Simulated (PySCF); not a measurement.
# CoBr4 (-2): ligand-field states

What do calculations give for the ligand-field states of CoBr4 (-2)?

Computed with PySCF 2.14.0 and routines of our own; the level stands in each step. Atoms count from 0.

### 1 The system as given

5 atoms, charge -2, states of the metal's open shell are computed; geometry from: model geometry, bond lengths from ionic radii.

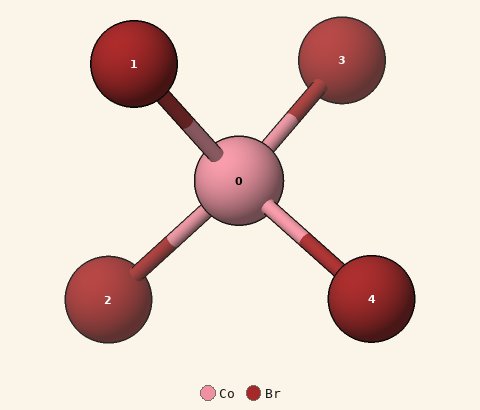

The starting geometry (cobalt pink, bromine red); sticks join atoms by distance alone.

### 2 Ligand-field states: state-averaged CASSCF in water

Job settings and geometry (Å):

```
{"job": {"kind": "lf", "basis": {"metal": "x2c-TZVPall", "ligand": "x2c-SVPall"}, "nevpt": true, "solvent": "water"}, "charge": -2, "metal": "Co", "open_shell": "d7"}
Co     0.000000     0.000000     0.000000
Br     1.434715     1.434715     1.434716
Br    -1.434715    -1.434715     1.434716
Br    -1.434715     1.434715    -1.434716
Br     1.434715    -1.434715    -1.434716
```

Level: state-averaged CASSCF of the metal d shell, SC-NEVPT2 on the averaged canonical orbitals, state-interaction spin-orbit coupling.

Run with:

```
> OMP_NUM_THREADS=1 python lf_run.py task.json out
```

One launch serves the whole session: the jobs run in the order shown.

The log of the run:

```text
basis functions 176, electrons 169, active (7e, 5o)
stage 1: DIIS on the effective Fock matrix, level shift 0.30
cycle   1  E = -11800.3085531901  dE = -1.180e+04  max|g| = 3.545e+00
cycle   2  E = -11805.3025706319  dE = -4.994e+00  max|g| = 2.418e+00
cycle   3  E = -11805.0284910761  dE =  2.741e-01  max|g| = 2.895e+00
cycle   4  E = -11807.5591530021  dE = -2.531e+00  max|g| = 5.911e-01
cycle   5  E = -11808.1811600076  dE = -6.220e-01  max|g| = 2.764e-01
cycle   6  E = -11808.2007327219  dE = -1.957e-02  max|g| = 1.563e-01
cycle   7  E = -11808.2127798775  dE = -1.205e-02  max|g| = 1.576e-01
cycle   8  E = -11808.2580991684  dE = -4.532e-02  max|g| = 7.747e-02
cycle   9  E = -11808.2732937143  dE = -1.519e-02  max|g| = 9.908e-02
cycle  10  E = -11808.2396707954  dE =  3.362e-02  max|g| = 9.924e-02
cycle  11  E = -11808.2848509616  dE = -4.518e-02  max|g| = 5.715e-02
cycle  12  E = -11808.2667911455  dE =  1.806e-02  max|g| = 7.328e-02
cycle  13  E = -11808.1875644137  dE =  7.923e-02  max|g| = 1.870e-01
cycle  14  E = -11808.0756743519  dE =  1.119e-01  max|g| = 3.148e-01
cycle  15  E = -11807.7630470648  dE =  3.126e-01  max|g| = 4.785e-01
stage 2: quasi-Newton rotations from the point of smallest gradient
cycle  17  E = -11808.2885871534  dE = -3.736e-03  max|g| = 7.224e-02
cycle  18  E = -11808.2900159620  dE = -1.429e-03  max|g| = 4.673e-03
cycle  19  E = -11808.2900965724  dE = -8.061e-05  max|g| = 8.475e-04
cycle  20  E = -11808.2901000170  dE = -3.445e-06  max|g| = 2.957e-04
cycle  21  E = -11808.2901003670  dE = -3.500e-07  max|g| = 1.194e-04
cycle  22  E = -11808.2901003999  dE = -3.296e-08  max|g| = 3.496e-05
cycle  23  E = -11808.2901004012  dE = -1.324e-09  max|g| = 1.078e-05
cycle  24  E = -11808.2901004014  dE = -1.128e-10  max|g| = 8.961e-07
converged average energy = -11808.2901004014

 mult deg   label        CASSCF/cm-1   NEVPT2/cm-1
   4   1   4A2                 0.0           0.0
   4   3   4T2              1828.7        2799.9
   4   3   4T1              3234.5        4932.2
   4   3   4T1             19979.8       18126.7
   2   2   2E              19346.3       18364.0
   2   3   2T1             19437.1       18658.2
   2   1   2A1             19519.4       19119.7
   2   3   2T2             20415.4       20263.9
   2   3   2T1             24913.6       22895.0
   2   3   2T2             25406.1       24068.0
   2   2   2E              26186.4       25240.4
   2   3   2T1             26900.8       25738.2
   2   3   2T1             26563.2       25847.2
   2   3   2T2             28510.3       27028.4
   2   2   2E              29142.4       28434.7
   2   1   2A2             43229.7       38715.6
   2   3   2T2             43714.2       39361.4
   2   3   2T1             44096.7       40067.8
   2   2   2E              67279.4       59014.0
   2   3   2T2             67939.9       60118.9

spin-orbit levels / cm-1
      0.00  x4  4A2 0.95 4T2 0.05
   2640.19  x4  4T2 0.93 4T1 0.07
   2789.27  x2  4T2 0.97
   3047.82  x4  4T2 0.91 4A2 0.05 4T1 0.04
   3107.31  x2  4T2 0.99
   4511.98  x2  4T1 0.97
   4948.04  x4  4T1 0.95 4T2 0.05
   5464.86  x2  4T1 0.99
   5585.43  x4  4T1 0.94 4T2 0.06
  18017.31  x4  4T1 0.99
  18020.99  x2  4T1 1.00
  18241.52  x4  4T1 0.38 2E 0.37 2T1 0.23
  18312.44  x4  4T1 0.59 2E 0.33 2T1 0.05
  18444.20  x2  2T1 0.72 2A1 0.21 4T1 0.05
  18646.37  x2  4T1 0.93 2A1 0.03
  19069.84  x4  2T1 0.69 2E 0.27
  19524.19  x2  2A1 0.74 2T1 0.25
  20196.72  x4  2T2 0.97
  20765.66  x2  2T2 1.00
  22846.89  x4  2T1 0.94
```

It took 25 s on 1 thread of Arm Neoverse V2, shared host; peak memory 0.53 GiB.

From this job:

```
             quantity     value
spin-orbit constant ζ  492 cm⁻¹
```

Powder susceptibility:

```
T (K)  χT (cm³ K/mol)  μ(eff)
    2           2.712    4.66
    5           2.714    4.66
   10           2.717    4.66
   20           2.724    4.67
   30           2.730    4.67
   50           2.744    4.68
   75           2.760    4.70
  100           2.777    4.71
  150           2.810    4.74
  200           2.843    4.77
  250           2.876    4.79
  300           2.909    4.82
```

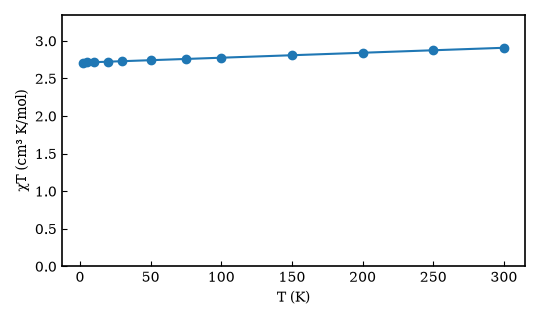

χT against temperature.

### 3 Ligand-field states: state-averaged CASSCF (bond length × 0.92) in water

Job settings and geometry (Å):

```
{"job": {"kind": "lf", "basis": {"metal": "x2c-TZVPall", "ligand": "x2c-SVPall"}, "nevpt": true, "solvent": "water", "reuse": true}, "charge": -2, "metal": "Co", "open_shell": "d7"}
Co     0.000000     0.000000     0.000000
Br     1.319938     1.319938     1.319939
Br    -1.319938    -1.319938     1.319939
Br    -1.319938     1.319938    -1.319939
Br     1.319938    -1.319938    -1.319939
```

Level: state-averaged CASSCF of the metal d shell, SC-NEVPT2 on the averaged canonical orbitals, state-interaction spin-orbit coupling.

The log of the run:

```text
basis functions 176, electrons 169, active (7e, 5o)
start from the orbitals of the previous structure
stage 1: DIIS on the effective Fock matrix, level shift 0.30
cycle   1  E = -11804.9709449908  dE = -1.180e+04  max|g| = 4.707e+00
cycle   2  E = -11807.5141276241  dE = -2.543e+00  max|g| = 7.169e-01
cycle   3  E = -11807.3365243850  dE =  1.776e-01  max|g| = 1.458e+00
cycle   4  E = -11808.0134555256  dE = -6.769e-01  max|g| = 4.830e-01
cycle   5  E = -11808.1419397631  dE = -1.285e-01  max|g| = 1.798e-01
cycle   6  E = -11808.2318625566  dE = -8.992e-02  max|g| = 6.967e-02
cycle   7  E = -11808.2091224438  dE =  2.274e-02  max|g| = 8.935e-02
cycle   8  E = -11808.2024538859  dE =  6.669e-03  max|g| = 9.042e-02
cycle   9  E = -11808.2234214431  dE = -2.097e-02  max|g| = 7.208e-02
cycle  10  E = -11808.2363138798  dE = -1.289e-02  max|g| = 3.713e-02
cycle  11  E = -11808.2316827146  dE =  4.631e-03  max|g| = 5.605e-02
cycle  12  E = -11808.2148479255  dE =  1.683e-02  max|g| = 9.285e-02
cycle  13  E = -11808.1655319624  dE =  4.932e-02  max|g| = 1.600e-01
cycle  14  E = -11807.9750717529  dE =  1.905e-01  max|g| = 3.273e-01
cycle  15  E = -11807.4746066239  dE =  5.005e-01  max|g| = 5.763e-01
stage 2: quasi-Newton rotations from the point of smallest gradient
cycle  17  E = -11808.2396840723  dE = -3.370e-03  max|g| = 6.076e-02
cycle  18  E = -11808.2410697108  dE = -1.386e-03  max|g| = 1.344e-02
cycle  19  E = -11808.2411476288  dE = -7.792e-05  max|g| = 1.092e-03
cycle  20  E = -11808.2411509906  dE = -3.362e-06  max|g| = 3.955e-04
cycle  21  E = -11808.2411511284  dE = -1.378e-07  max|g| = 7.362e-05
cycle  22  E = -11808.2411511416  dE = -1.323e-08  max|g| = 1.426e-05
cycle  23  E = -11808.2411511425  dE = -8.476e-10  max|g| = 5.603e-06
converged average energy = -11808.2411511425

 mult deg   label        CASSCF/cm-1   NEVPT2/cm-1
   4   1   4A2                 0.0           0.0
   4   3   4T2              2822.4        4342.1
   4   3   4T1              4976.6        7588.6
   2   2   2E              19194.3       18077.9
   2   3   2T1             19345.8       18474.0
   4   3   4T1             20622.6       19373.8
   2   1   2A1             19790.8       19921.1
   2   3   2T2             21164.5       21509.0
   2   3   2T1             24930.9       23482.9
   2   3   2T2             25290.9       23979.8
   2   2   2E              26411.0       25652.7
   2   3   2T1             27391.4       27198.3
   2   3   2T1             27932.1       27984.6
   2   3   2T2             29516.5       29167.9
   2   2   2E              30853.6       31917.8
   2   1   2A2             42721.4       38514.5
   2   3   2T2             43509.8       39461.8
   2   3   2T1             44252.9       40876.6
   2   2   2E              66281.3       58114.8
   2   3   2T2             67469.9       60018.1

spin-orbit levels / cm-1
      0.00  x4  4A2 0.98
   4203.84  x4  4T2 0.97 4T1 0.03
   4311.40  x2  4T2 0.99
   4514.76  x4  4T2 0.96
   4584.53  x2  4T2 0.99
   7126.35  x2  4T1 0.99
   7514.77  x4  4T1 0.98
   8030.63  x2  4T1 0.99
   8108.67  x4  4T1 0.97
  17987.87  x4  2E 0.77 2T1 0.21
  18293.44  x2  2T1 0.92 2A1 0.07
  18765.24  x4  2T1 0.73 2E 0.21 4T1 0.06
  19222.48  x4  4T1 1.00
  19222.60  x2  4T1 1.00
  19542.34  x4  4T1 0.92 2T1 0.05
  19796.06  x2  4T1 0.90 2A1 0.09
  20183.93  x2  2A1 0.83 4T1 0.08 2T1 0.07
  21401.37  x4  2T2 0.98
  21911.21  x2  2T2 1.00
  23386.35  x4  2T1 0.92 2T2 0.05
```

Wall time 21 s (1 thread of Arm Neoverse V2, shared host); peak memory 0.54 GiB.

Key values:

```
             quantity     value
spin-orbit constant ζ  472 cm⁻¹
```

Powder susceptibility:

```
T (K)  χT (cm³ K/mol)  μ(eff)
    2           2.406    4.39
   20           2.413    4.39
  100           2.446    4.42
  300           2.528    4.50
```

### 4 Ligand-field states: state-averaged CASSCF (bond length × 0.96) in water

Job settings and geometry (Å):

```
{"job": {"kind": "lf", "basis": {"metal": "x2c-TZVPall", "ligand": "x2c-SVPall"}, "nevpt": true, "solvent": "water", "reuse": true}, "charge": -2, "metal": "Co", "open_shell": "d7"}
Co     0.000000     0.000000     0.000000
Br     1.377327     1.377327     1.377327
Br    -1.377327    -1.377327     1.377327
Br    -1.377327     1.377327    -1.377327
Br     1.377327    -1.377327    -1.377327
```

With the program's defaults for keys left out, this is: state-averaged CASSCF of the metal d shell, SC-NEVPT2 on the averaged canonical orbitals, state-interaction spin-orbit coupling.

The log of the run:

```text
basis functions 176, electrons 169, active (7e, 5o)
start from the orbitals of the previous structure
stage 1: DIIS on the effective Fock matrix, level shift 0.30
cycle   1  E = -11807.2109107813  dE = -1.181e+04  max|g| = 2.660e+00
cycle   2  E = -11808.2233104148  dE = -1.012e+00  max|g| = 2.448e-01
cycle   3  E = -11808.2248382648  dE = -1.528e-03  max|g| = 1.201e-01
cycle   4  E = -11808.2508250119  dE = -2.599e-02  max|g| = 1.732e-01
cycle   5  E = -11808.1823658890  dE =  6.846e-02  max|g| = 1.351e-01
cycle   6  E = -11808.2021081122  dE = -1.974e-02  max|g| = 1.192e-01
cycle   7  E = -11808.2467843319  dE = -4.468e-02  max|g| = 7.444e-02
cycle   8  E = -11808.2342190234  dE =  1.257e-02  max|g| = 1.013e-01
cycle   9  E = -11807.7085091193  dE =  5.257e-01  max|g| = 4.174e-01
cycle  10  E = -11806.5375294255  dE =  1.171e+00  max|g| = 1.001e+00
cycle  11  E = -11805.7778988851  dE =  7.596e-01  max|g| = 1.292e+00
cycle  12  E = -11805.1913166151  dE =  5.866e-01  max|g| = 1.484e+00
cycle  13  E = -11805.2191351942  dE = -2.782e-02  max|g| = 1.486e+00
cycle  14  E = -11805.3144604115  dE = -9.533e-02  max|g| = 1.454e+00
cycle  15  E = -11805.2837229971  dE =  3.074e-02  max|g| = 1.455e+00
stage 2: quasi-Newton rotations from the point of smallest gradient
cycle  17  E = -11808.2715005491  dE = -2.472e-02  max|g| = 9.098e-02
cycle  18  E = -11808.2746457656  dE = -3.145e-03  max|g| = 4.165e-02
cycle  19  E = -11808.2750485243  dE = -4.028e-04  max|g| = 1.817e-03
cycle  20  E = -11808.2750558696  dE = -7.345e-06  max|g| = 9.302e-04
cycle  21  E = -11808.2750564516  dE = -5.819e-07  max|g| = 1.243e-04
cycle  22  E = -11808.2750564703  dE = -1.874e-08  max|g| = 2.914e-05
cycle  23  E = -11808.2750564724  dE = -2.041e-09  max|g| = 1.133e-05
cycle  24  E = -11808.2750564725  dE = -1.019e-10  max|g| = 1.537e-06
converged average energy = -11808.2750564725

 mult deg   label        CASSCF/cm-1   NEVPT2/cm-1
   4   1   4A2                 0.0           0.0
   4   3   4T2              2264.2        3462.7
   4   3   4T1              3998.0        6080.0
   2   2   2E              19312.2       18277.3
   2   3   2T1             19438.6       18638.8
   4   3   4T1             20266.8       18653.4
   2   1   2A1             19650.5       19467.8
   2   3   2T2             20759.8       20826.5
   2   3   2T1             24917.5       23121.0
   2   3   2T2             25380.4       24036.5
   2   2   2E              26318.1       25422.7
   2   3   2T1             26932.2       26429.4
   2   3   2T1             27353.2       26692.3
   2   3   2T2             28937.2       27929.2
   2   2   2E              29854.3       29911.0
   2   1   2A2             43031.0       38630.0
   2   3   2T2             43648.5       39413.7
   2   3   2T1             44172.7       40396.0
   2   2   2E              66869.9       58616.9
   2   3   2T2             67746.6       60052.6

spin-orbit levels / cm-1
      0.00  x4  4A2 0.97 4T2 0.03
   3312.55  x4  4T2 0.95 4T1 0.05
   3440.91  x2  4T2 0.98
   3671.95  x4  4T2 0.94 4A2 0.03
   3738.23  x2  4T2 0.99
   5633.76  x2  4T1 0.98
   6047.38  x4  4T1 0.96 4T2 0.03
   6567.31  x2  4T1 0.99
   6666.04  x4  4T1 0.96 4T2 0.04
  18178.83  x4  2E 0.73 2T1 0.24
  18444.23  x2  2T1 0.84 2A1 0.14
  18523.11  x2  4T1 1.00
  18523.32  x4  4T1 0.99
  18731.82  x4  4T1 0.77 2T1 0.13 2E 0.08
  19075.19  x4  2T1 0.61 4T1 0.20 2E 0.18
  19129.36  x2  4T1 0.96
  19788.30  x2  2A1 0.83 2T1 0.15
  20732.17  x4  2T2 0.98
  21281.51  x2  2T2 1.00
  23048.93  x4  2T1 0.94
```

It took 21 s on 1 thread of Arm Neoverse V2, shared host; peak memory 0.54 GiB.

Key values:

```
             quantity     value
spin-orbit constant ζ  483 cm⁻¹
```

Powder susceptibility:

```
T (K)  χT (cm³ K/mol)  μ(eff)
    2           2.550    4.52
   20           2.560    4.53
  100           2.602    4.56
  300           2.708    4.65
```

[end of part 1 of 2]
